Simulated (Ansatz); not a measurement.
**ClHZn···HBr: density, localisation and related maps**

Input

```
crystal:
  periodic: [false, false, false]
  atoms:
    - {symbol: Zn, position_ang: [-0.711545, 0.439942, 0.863633]}
    - {symbol: Br, position_ang: [0.774758, -0.924206, -1.385163]}
    - {symbol: Cl, position_ang: [-2.397059, -0.819911, 0.609361]}
    - {symbol: H, position_ang: [1.970493, -0.154171, -1.328401]}
    - {symbol: H, position_ang: [0.363353, 1.458346, 1.240570]}
basis:
  gaussian: {orbitals: def2-TZVPP}
hamiltonian: {xc: pbe0, dispersion: d4}
output: {orbitals: {seedname: orbitals}}
```

Command:

```sh
ansatz run in.yaml --threads 4 --pin off --events-out ev --progress --plain --max-ram 9574MiB
```

The product side of a reaction path; geometry: PBE0-D4/def2-TZVP.

Method: RKS PBE0-D4/def2-TZVPP in Ansatz 0.2.0.

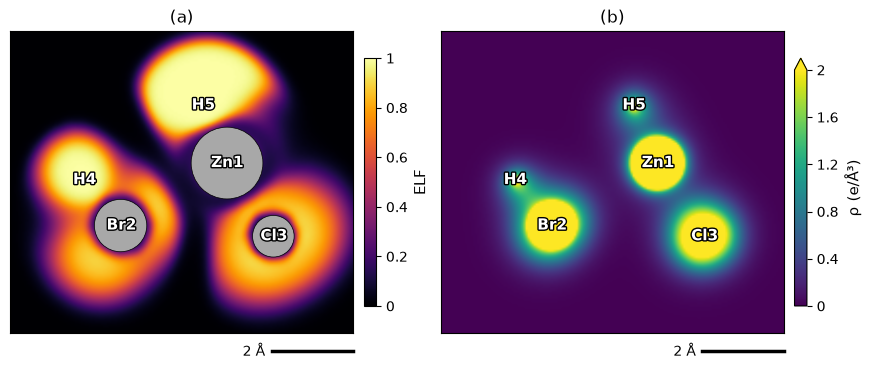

Figure 1. (a) electron localisation function; (b) total electron density on the molecular plane. Grey discs cover the atomic cores in the ELF map.

### Read the bonding off the picture.

- The plane passes through Zn, Br, Cl and H nuclei.
- Zn1···Br2 (3.02 Å): the density falls to about 0.13 e/Å³ on the way; the ELF dips to about 0.10 between them.
- Zn–Cl (2.12 Å): ρ is about 0.72 e/Å³ halfway; the ELF peaks at about 0.80 in the valence shell of Cl, 0.8 Å from its nucleus, and is about 0.50 at the midpoint.
- Br–H (1.42 Å): the density is about 1.6 e/Å³ at the midpoint; the ELF climbs to about 1 towards the hydrogen, as it does in any bond to H.
- Zn–H (1.53 Å): ρ is about 1.2 e/Å³ halfway; the ELF climbs to about 1 towards the hydrogen.
- The ELF also peaks beside Cl3 and Br2, away from the bonds: lone-pair regions.

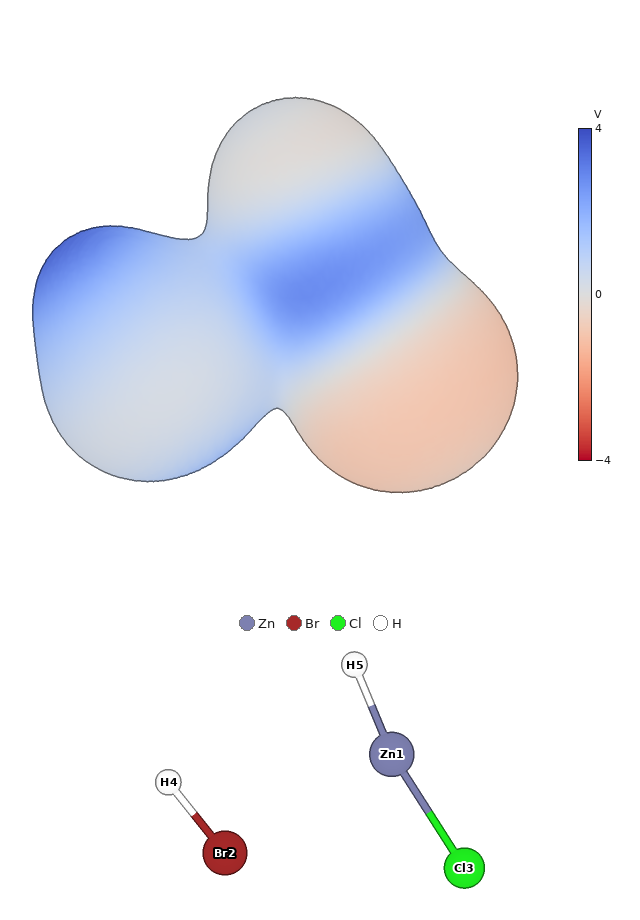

Figure 2. The molecular electrostatic potential painted on the density surface at 0.004 e/bohr³, seen across its widest extent; red is negative and blue positive. The bare structure is drawn below in the same view.

### Describe the electrostatic potential map.

The most negative region (about −1.0 V) lies over Cl3, the most positive (about +3.3 V) over H4. Br2 shows a σ-hole: about +1.7 V at the tip opposite its bond, against about +0.6 V on its flanks.

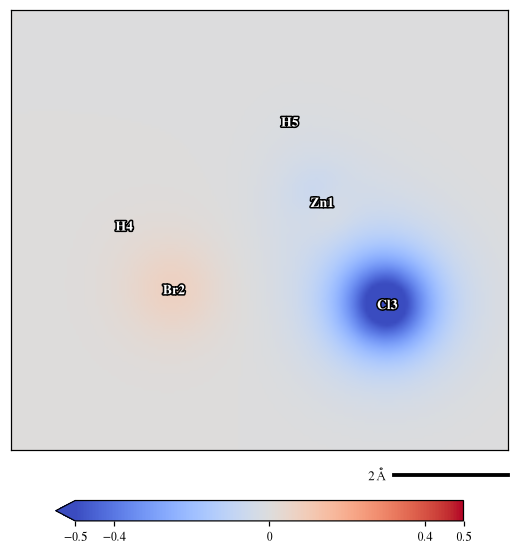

Figure 3. The HOMO−1 on a plane 0.8 Å above the molecular plane (values in Å⁻³ᐟ²; the overall sign is arbitrary).

### Describe this orbital and give its energy.

It lies mainly on Cl3 (about 90 %) and Zn1 (about 10 %); it changes sign across the molecular plane (π type). Its energy is −8.57 eV.
